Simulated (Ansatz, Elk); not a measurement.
# How far do independent atoms describe Y2Si2B?

The structure of Y2Si2B used here is made up (a known structure type with other elements) and was relaxed beforehand with r2SCAN. The aim is the Fourier transform of its all-electron density, F(hkl), set beside the sum over free spherical atoms that refinements use.

Method: DFT, PBE, all-electron APW+lo, Dirac cores, scalar-relativistic bands, static density, no spin, in Elk 11.2.3 (patched build).

The structure was built from a prototype and need not be the compound's stable phase.

## (1) Starting point

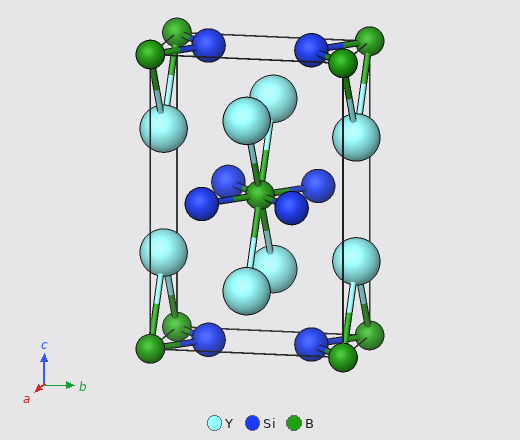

Start, viewed slightly off an axis; yttrium light teal, silicon blue, boron green. This picture shows the conventional cell, with its axes. Some periodic images of atoms are drawn too.

Structure file:

```cif
data_structure
_symmetry_space_group_name_H-M 'Immm'
_symmetry_Int_Tables_number 71
_cell_length_a 3.4517
_cell_length_b 5.8464
_cell_length_c 8.8643
_cell_angle_alpha 90.000
_cell_angle_beta 90.000
_cell_angle_gamma 90.000
_cell_volume 178.88
loop_
_atom_site_label
_atom_site_type_symbol
_atom_site_symmetry_multiplicity
_atom_site_Wyckoff_symbol
_atom_site_fract_x
_atom_site_fract_y
_atom_site_fract_z
_atom_site_occupancy
Y1 Y 4 j 0.00000 0.50000 0.21058 1
Si1 Si 4 h 0.50000 0.76691 0.00000 1
B1 B 2 a 0.00000 0.00000 0.00000 1
```

## (2) Ground state and structure factors

An all-electron density is needed, since X-rays see the cores too. Task 0 finds the density and task 195 Fourier-transforms it; tshift is off so that phases refer to the origin typed.

elk.in

```
tasks
  0
  195

xctype
  20

spinpol
  .false.

rgkmax
  7.0

gmaxvr
  14.0

lmaxo
  7

lmaxapw
  8

swidth
  0.002

tshift
  .false.

ramdisk
  .false.

hmaxvr
  5.5

maxscl
  120

epspot
  1e-06

sppath
  './'

avec
  -3.26137629689 5.52407909612 8.37556111913
  3.26137629689 -5.52407909612 8.37556111913
  3.26137629689 5.52407909612 -8.37556111913

atoms
  3
  'Y.in'
  2
  0.7105799881 0.2105799881 0.5000000000   0.000000 0.000000 0.000000
  0.2894200119 0.7894200119 0.5000000000   0.000000 0.000000 0.000000
  'Si.in'
  2
  0.7669073403 0.5000000000 0.2669073403   0.000000 0.000000 0.000000
  0.2330926597 0.5000000000 0.7330926597   0.000000 0.000000 0.000000
  'B.in'
  1
  0.0000000000 -0.0000000000 0.0000000000   0.000000 0.000000 0.000000

ngridk
  8 8 8
```

Started as:

```bash
$ OMP_NUM_THREADS=4 elk
```

Numbers of over 12 decimals in the logs are rounded to 6 here.

The program printed:

```text
┌─────────────────────────┐
│ Elk code version 11.2.3 │
└─────────────────────────┘

All units are atomic (Hartree, Bohr, etc.)

┌─────────────────────────────────────────────────┐
│ Ground-state run starting from atomic densities │
└─────────────────────────────────────────────────┘

Lattice vectors :
  -3.261376297       5.524079096       8.375561119
   3.261376297      -5.524079096       8.375561119
   3.261376297       5.524079096      -8.375561119

Reciprocal lattice vectors :
  0.9744615877E-17  0.5687088470      0.3750904099
  0.9632720568      0.1354343869E-16  0.3750904099
  0.9632720568      0.5687088470     -0.1662180560E-16

Unit cell volume      :    603.5798077
Brillouin zone volume :   0.4109650626

Muffin-tin inner radius fraction :   0.1000000000E-01

Nuclei treated as point charges

Species : 1 (Y)
 parameters loaded from : Y.in
 name : yttrium
 nuclear charge    :   -39.00000000
 electronic charge :    39.00000000
 atomic mass :    162065.4503
 muffin-tin radius :    2.600000000
 number of radial points in muffin-tin :   1193
 inner part over the whole radius :   0.9871815862E-02
 number on inner part of muffin-tin    :    847
 approximate nuclear radius :   0.8135895711E-04
 number of mesh points to nuclear radius :    416
 atomic positions (lattice), magnetic fields (Cartesian) :
  1 :  -0.28942001  0.21057999  0.50000000    0.00000000  0.00000000  0.00000000
  2 :   0.28942001 -0.21057999  0.50000000    0.00000000  0.00000000  0.00000000

Species : 2 (Si)
 parameters loaded from : Si.in
 name : silicon
 nuclear charge    :   -14.00000000
 electronic charge :    14.00000000
 atomic mass :    51196.73458
 muffin-tin radius :    2.200000000
 number of radial points in muffin-tin :    793
 inner part over the whole radius :   0.9899632250E-02
 number on inner part of muffin-tin    :    553
 approximate nuclear radius :   0.5963282101E-04
 number of mesh points to nuclear radius :    246
 atomic positions (lattice), magnetic fields (Cartesian) :
  1 :  -0.23309266  0.50000000  0.26690734    0.00000000  0.00000000  0.00000000
  2 :   0.23309266  0.50000000 -0.26690734    0.00000000  0.00000000  0.00000000

Species : 3 (B)
 parameters loaded from : B.in
 name : boron
 nuclear charge    :   -5.000000000
 electronic charge :    5.000000000
 atomic mass :    19707.24742
 muffin-tin radius :    1.800000000
 number of radial points in muffin-tin :    593
 inner part over the whole radius :   0.9957276294E-02
 number on inner part of muffin-tin    :    405
 approximate nuclear radius :   0.4534157419E-04
 number of mesh points to nuclear radius :    161
 atomic positions (lattice), magnetic fields (Cartesian) :
  1 :   0.00000000  0.00000000  0.00000000    0.00000000  0.00000000  0.00000000

Total number of atoms per unit cell :    5
Total muffin-tin volume :    260.8778540
 ratio of muffin-tin to unit cell volume :   0.4322176631

Spin treatment :
 spin-unpolarised

Number of Bravais lattice symmetries :    8
Number of crystal symmetries         :    8
Crystal has inversion symmetry
Real symmetric eigensolver will be used

k-point grid :      8     8     8
k-point offset :    0.000000000       0.000000000       0.000000000
k-point set is reduced with full crystal symmetry group
Total number of k-points :       95

Muffin-tin radius times maximum |G+k| :    7.000000000
 using average radius
Maximum |G+k| for APW functions       :    3.070175439
Maximum (1/2)|G+k|²                   :    4.712988612
Maximum |G| for potential and density :    14.00000000
Constant for pseudocharge density :    9
 order of it for each species :   16  16  16
 order of it for pair densities of each species (exact exchange by exxq0 0: 17) :   13   9   5
Radial integration step length :    1

G-vector grid sizes :     48    48    48
Number of G-vectors :    27987

Maximum angular momentum used for
 APW functions            :    8
 outer part of muffin-tin :    7
 inner part of muffin-tin :    2

Total nuclear charge    :   -111.0000000
[...]
correlation                 :     -5.251155
 electron entropic           :    -0.11552489841035E-02
 total energy                :     -7378.5379990689

Density of states at Fermi energy :    90.16501382
 (states/Hartree/unit cell)

Estimated indirect band gap :   0.2142413305E-03
 from k-point 45 to k-point 4
Estimated direct band gap   :   0.2046297544E-02
 at k-point 63

Charges :
 core                        :    78.00000000
 valence                     :    33.00000000
 interstitial                :    8.869540822
 muffin-tins (core leakage)
  species : 1 (Y)
   atom 1                    :    36.75294915     (  0.9022006157E-05)
[...]
species : 2 (Si)
[...]
species : 3 (B)
[...]
total in muffin-tins        :    102.1304592
 total calculated charge     :    110.9970813
 total charge                :    111.0000000
 error                       :   0.2918719027E-02

RMS change in Kohn-Sham potential (target) :    2.134707001     (  0.1000000000E-05)
Absolute change in total energy (target)   :    1.004531613     (  0.1000000000E-03)

[... loops 3 to 14 left out ...]

┌──────────────────┐
│ Loop number : 15 │
└──────────────────┘

Energies :
 Fermi                       :     0.313156
 sum of occupied eigenvalues :     -4322.1694876540
 electron kinetic            :      7591.8964217154
 core electron kinetic       :      7463.9173833177
 Coulomb                     :     -14702.946417436
 Coulomb potential           :     -11568.914757652
 nuclear-nuclear             :     -878.26287385303
 electron-nuclear            :     -16097.763113474
 Hartree                     :      2273.0795698907
 Madelung                    :     -8918.4890386100
 xc potential                :     -345.15115171705
 exchange                    :     -260.10050358305
 correlation                 :     -5.258374
 electron entropic           :    -0.10292643422834E-02
 total energy                :     -7376.4099023931

Density of states at Fermi energy :    79.53025576
 (states/Hartree/unit cell)

Estimated indirect band gap :   0.3286984441E-03
 from k-point 67 to k-point 86
Estimated direct band gap   :   0.3483393508E-02
 at k-point 63

Charges :
 core                        :    78.00000000
 valence                     :    33.00000000
 interstitial                :    8.861331348
 muffin-tins (core leakage)
  species : 1 (Y)
[...]
species : 2 (Si)
[...]
species : 3 (B)
[...]
total in muffin-tins        :    102.1386687
 total calculated charge     :    110.9971531
 total charge                :    111.0000000
 error                       :   0.2846895957E-02

RMS change in Kohn-Sham potential (target) :   0.9744143012E-06 (  0.1000000000E-05)
Absolute change in total energy (target)   :   0.2983150716E-04 (  0.1000000000E-03)

Convergence targets achieved

┌──────────────────┐
│ Loop number : 16 │
└──────────────────┘

Energies :
 Fermi                       :     0.313156
 sum of occupied eigenvalues :     -4322.1694894453
 electron kinetic            :      7591.8964237807
 core electron kinetic       :      7463.9173857933
 Coulomb                     :     -14702.946417729
 Coulomb potential           :     -11568.914760013
 nuclear-nuclear             :     -878.26287385303
 electron-nuclear            :     -16097.763111622
 Hartree                     :      2273.0795677460
 Madelung                    :     -8918.4890377226
 xc potential                :     -345.15115321270
 exchange                    :     -260.10050356688
 correlation                 :     -5.258374
 electron entropic           :    -0.10292646505458E-02
 total energy                :     -7376.4099005968

Density of states at Fermi energy :    79.53028144
 (states/Hartree/unit cell)

Estimated indirect band gap :   0.3286753881E-03
 from k-point 67 to k-point 86
Estimated direct band gap   :   0.3483402079E-02
 at k-point 63

Charges :
 core                        :    78.00000000
 valence                     :    33.00000000
 interstitial                :    8.861331244
 muffin-tins (core leakage)
  species : 1 (Y)
[...]
species : 2 (Si)
   atom 1                    :    12.25409455     (  0.1344589643E-02)
   atom 2                    :    12.25409455     (  0.1344589643E-02)
  species : 3 (B)
   atom 1                    :    3.776200402     (  0.6628202274E-04)
 total in muffin-tins        :    102.1386688
 total calculated charge     :    110.9971531
 total charge                :    111.0000000
 error                       :   0.2846895726E-02

┌──────────────────────────────┐
│ Self-consistent loop stopped │
└──────────────────────────────┘

Warning : core states of species 2 leak from the muffin-tin :   0.1344589643E-02

Wrote STATE.OUT
```

Run time: 56 s. Hardware: 4 threads of Arm Neoverse V1, shared host; peak memory 0.17 GiB; 3 min of CPU time.

SFACRHO.OUT:

```text

h k l indices transformed by vhmat matrix:
   1.000000000       0.000000000       0.000000000    
   0.000000000       1.000000000       0.000000000    
   0.000000000       0.000000000       1.000000000    

      h      k      l  multipl.   |H|            Re(F)            Im(F)           |F|

      0      0      0      1   0.0000000       111.00000      0.89639562E-16   111.00000    
     -1      0      0      4  0.68126542      -10.643181      0.15491621E-16   10.643181    
      1      1     -1      2  0.75018082      -33.557737      0.53385395E-14   33.557737    
     -1      0      1      4   1.0337243      -2.1447920      0.41748747E-14   2.1447920    
      1     -1      0      4   1.1186254      -63.000203      0.31588627E-14   63.000203    
      1     -1      1      2   1.1374177       46.713635     -0.39187249E-14   46.713635    
     -2     -1      1      4   1.2608192       47.046932      0.10633346E-16   47.046932    
      0      2     -1      8   1.3468831       54.367343     -0.18842381E-13   54.367343    
      0     -2      2      4   1.3625308      -69.369292     -0.94207655E-14   69.369292    
      2      1     -2      4   1.4812591      -55.760374      0.18456987E-13   55.760374    
     -2     -2      2      2   1.5003616       52.923943      0.61876864E-14   52.923943    
     -2      1      0      8   1.5369791       34.742255      0.70645953E-14   34.742255    
      1     -2      2      4   1.7468717      -16.933485     -0.10470406E-14   16.933485    
     -1     -2      3      8   1.8675780      -18.484232     -0.15190076E-13   18.484232    
      3      1     -2      8   1.8714721      -29.603560      0.11531209E-13   29.603560    
      3      1     -1      4   1.8827650       15.662745     -0.14656686E-13   15.662745    
     -1      1      1      2   1.9265441       72.429190     -0.63830249E-14   72.429190    
     -1      1     -2      4   1.9592756      -46.400616     -0.12561932E-13   46.400616
```

Elk indexes on the primitive cell of elk.in and gives |H| = 4π sin θ/λ in inverse bohr. Below, one row stands for each form hkl of the conventional cell (m members, Friedel mates merged), F is for one primitive cell and the density is static (no thermal factor). Free-atom factors are Waasmaier and Kirfel's, and R is Σm||F|−|F'||/Σm|F|.

```csv
hkl,m,sin θ/λ (Å⁻¹),"abs F, DFT",neutral atoms,diff.
011,4,0.102,10.643,10.695,-0.052
002,2,0.113,33.558,33.659,-0.101
101,4,0.155,2.145,2.028,+0.116
110,4,0.168,63.000,63.221,-0.221
020,2,0.171,46.714,46.801,-0.087
013,4,0.190,47.047,46.985,+0.062
112,8,0.203,54.367,54.356,+0.011
022,4,0.205,69.369,69.634,-0.265
103,4,0.223,55.760,56.202,-0.442
004,2,0.226,52.924,53.288,-0.364
121,8,0.231,34.742,34.645,+0.098
031,4,0.263,16.933,16.982,-0.049
123,8,0.281,18.484,18.256,+0.229
114,8,0.281,29.604,29.556,+0.048
024,4,0.283,15.663,15.346,+0.317
200,2,0.290,72.429,72.502,-0.073
130,4,0.295,46.401,46.191,+0.209
015,4,0.295,46.766,46.701,+0.065
211,8,0.307,9.377,9.175,+0.202
033,4,0.307,32.300,32.299,+0.002
202,4,0.311,27.999,27.725,+0.274
132,8,0.316,52.535,52.532,+0.003
```

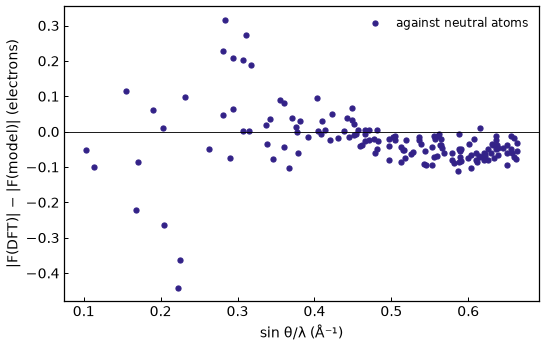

Difference between the calculated structure factors and the independent-atom ones.

## (3) The highest occupied states alone

An energy window below the Fermi level keeps the highest occupied states, to see at which angles they scatter; shallow core shells can lie inside it and anion s states outside. No new self-consistency is needed.

Changes to elk.in since step 2:

```diff
@@ -1,3 +1,2 @@
 tasks
-  0
   195
@@ -40,2 +39,5 @@
 
+wsfac
+  -0.127840 0.613160
+
 sppath
```

Started as:

```bash
$ OMP_NUM_THREADS=4 elk
```

The program printed:

```text
┌─────────────────────────────────┐
│ Elk code version 11.2.3 started │
└─────────────────────────────────┘

Info(readinput): the functional depends on the density's gradient
 muffin-tin radial points multiplied by    2.00000
 (not where nrmtscf is given)

┌────────────────────┐
│ Current task : 195 │
└────────────────────┘

Info(sfacrho): density structure factors written to SFACRHO.OUT

 Energy window :  -0.1278400000      0.6131600000

┌──────────────────┐
│ Elk code stopped │
└──────────────────┘
```

The job ended after 12 s (4 threads; peak memory 0.16 GiB).

States within 12 eV below the Fermi level hold 17.00 electrons; any levels below the window count with the cores. Their amplitudes can exceed the total, where window and core parts have opposite phase:

```csv
hkl,sin θ/λ (Å⁻¹),"abs F, window","abs F, all"
011,0.102,2.099,10.643
002,0.113,4.684,33.558
101,0.155,0.960,2.145
110,0.168,0.716,63.000
020,0.171,0.295,46.714
013,0.190,1.292,47.047
112,0.203,0.903,54.367
022,0.205,0.109,69.369
103,0.223,0.293,55.760
004,0.226,0.863,52.924
```

## (4) Another functional

The difference from free atoms is small, so it is set against the change that LDA (Perdew-Wang) makes.

Changes to elk.in since step 3:

```diff
@@ -1,2 +1,3 @@
 tasks
+  0
   195
@@ -4,3 +5,3 @@
 xctype
-  20
+  3
 
@@ -39,5 +40,2 @@
 
-wsfac
-  -0.127840 0.613160
-
 sppath
```

Started as:

```bash
$ OMP_NUM_THREADS=4 elk
```

The program printed:

```text
┌─────────────────────────┐
│ Elk code version 11.2.3 │
└─────────────────────────┘

All units are atomic (Hartree, Bohr, etc.)

┌─────────────────────────────────────────────────┐
│ Ground-state run starting from atomic densities │
└─────────────────────────────────────────────────┘

Lattice vectors :
  -3.261376297       5.524079096       8.375561119
   3.261376297      -5.524079096       8.375561119
   3.261376297       5.524079096      -8.375561119

Reciprocal lattice vectors :
  0.9744615877E-17  0.5687088470      0.3750904099
[...]
muffin-tins (core leakage)
  species : 1 (Y)
[...]
species : 2 (Si)
[...]
atom 2                    :    12.26582878     (  0.1371064296E-02)
  species : 3 (B)
   atom 1                    :    3.774775552     (  0.6858894963E-04)
 total in muffin-tins        :    102.1934035
 total calculated charge     :    110.9971112
 total charge                :    111.0000000
 error                       :   0.2888798811E-02

┌──────────────────────────────┐
│ Self-consistent loop stopped │
└──────────────────────────────┘

Warning : core states of species 2 leak from the muffin-tin :   0.1371064296E-02

Wrote STATE.OUT
[key lines of the parts left out:]
total energy                :     -7366.6345830610
```

It took 36 s on 4 threads; peak memory 0.16 GiB; 2 min of CPU time.

Against the first run R = 0.06 %; the largest change is -0.046 at 2 0 10.

## (5) Basis size

The basis and the expansions that go with it are enlarged, to see whether the differences are converged.

Changes to elk.in since step 4:

```diff
@@ -5,3 +5,3 @@
 xctype
-  3
+  20
 
@@ -11,12 +11,12 @@
 rgkmax
-  7.0
+  8.5
 
 gmaxvr
-  14.0
+  18.0
 
 lmaxo
-  7
+  9
 
 lmaxapw
-  8
+  10
```

Started as:

```bash
$ OMP_NUM_THREADS=4 elk
```

The program printed:

```text
┌─────────────────────────┐
│ Elk code version 11.2.3 │
└─────────────────────────┘

All units are atomic (Hartree, Bohr, etc.)

┌─────────────────────────────────────────────────┐
│ Ground-state run starting from atomic densities │
└─────────────────────────────────────────────────┘

Lattice vectors :
  -3.261376297       5.524079096       8.375561119
   3.261376297      -5.524079096       8.375561119
   3.261376297       5.524079096      -8.375561119

Reciprocal lattice vectors :
  0.9744615877E-17  0.5687088470      0.3750904099
[...]
muffin-tins (core leakage)
  species : 1 (Y)
[...]
species : 2 (Si)
[...]
atom 2                    :    12.25455067     (  0.1344710294E-02)
  species : 3 (B)
   atom 1                    :    3.781121523     (  0.6634280669E-04)
 total in muffin-tins        :    102.1484572
 total calculated charge     :    110.9972266
 total charge                :    111.0000000
 error                       :   0.2773413894E-02

┌──────────────────────────────┐
│ Self-consistent loop stopped │
└──────────────────────────────┘

Warning : core states of species 2 leak from the muffin-tin :   0.1344710294E-02

Wrote STATE.OUT
[key lines of the parts left out:]
total energy                :     -7376.4123349763
```

Wall time 2.5 min (4 threads); peak memory 0.36 GiB; 8.6 min of CPU time.

Against the first run R = 0.01 %; the largest change is -0.005 at 107.

## (6) Settings against the effect

```csv
run,R against the first run (%),"R against neutral atoms, low angle (%)",wall time
"PBE, rgkmax 7",0.00,0.38,56 s
LDA (Perdew-Wang),0.06,0.36,36 s
rgkmax 8.5 with larger expansions,0.01,0.38,2.5 min
```

## (7) Results

```
R against neutral atoms, sin θ/λ < 0.3 Å⁻¹ : 0.38 %
R against neutral atoms, 0.3 to 0.66 Å⁻¹   : 0.18 %
```

Independent neutral atoms miss the calculated amplitudes by R = 0.38 % below 0.3 Å⁻¹ and 0.18 % from there to 0.66 Å⁻¹; by shells, 0.37 % below 0.15 Å⁻¹ (2 forms), 0.38 % 0.15 to 0.3 (16 forms), 0.17 % 0.3 to 0.45 (32 forms), 0.19 % above 0.45 (99 forms). Bonding, aspherical density and the tables' own atoms all enter these figures, and the runs don't part them. The largest change of an amplitude is -0.44 electrons, at 103. The window's part falls from 17.0 electrons at the origin to at most 0.17 between 0.45 and 0.66 Å⁻¹. Below 0.3 Å⁻¹ the changes that finished (LDA (Perdew-Wang) and rgkmax 8.5 with larger expansions) move F by R = 0.04 % at most, against the 0.38 % that separates it from free atoms. The k-mesh has no finished test. Part of the difference isn't bonding: the tables are fits to free atoms and ions calculated by other methods than this functional. Thermal motion, anomalous dispersion and extinction are left out.

[Logs are printed without paths, hosts, clocks, repeated set-up lines and the standing remarks that a program may print on its own settings, such as how far it seeks lower states.]

[Hosts, paths, dates, database ids (printed as entryN), source tags and the programs' standing remarks are cut or masked in the printed files.]
